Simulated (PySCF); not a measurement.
System: C₂H₇NO₂Si, SMILES CO[SiH2]NC=O.

Simulated rotational absorption lines between 18 and 26 GHz at 1.5 K: rigid rotor with the equilibrium constants and dipole of one optimised conformer (PBE0-D3(BJ)/def2-SVP, PySCF), commonest isotopes; no centrifugal distortion, hyperfine structure, internal rotation or nuclear-spin weights; lines within 1 MHz of each other are summed. Lines of different type are drawn apart.

What are the rotational constants, and what kind of rotor is it?

Answer. Rotational constants A, B, C = 11.57, 1.331, 1.221 GHz; Ray's κ = −0.98, a near-prolate asymmetric top.

Which dipole components drive the lines?

Answer.
|μa|, |μb|, |μc| = 2.43, 2.14, 0.02 D; a-type lines carry 59 % of the intensity in this range.

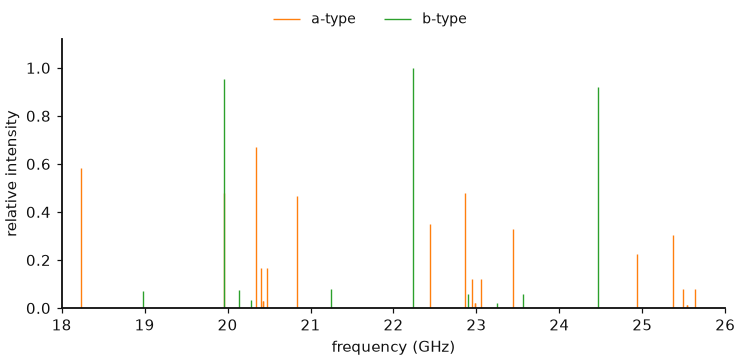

Known limits of this run: coarse grid, loose stop and no frequency check, small forces are noise and the end may be a saddle.
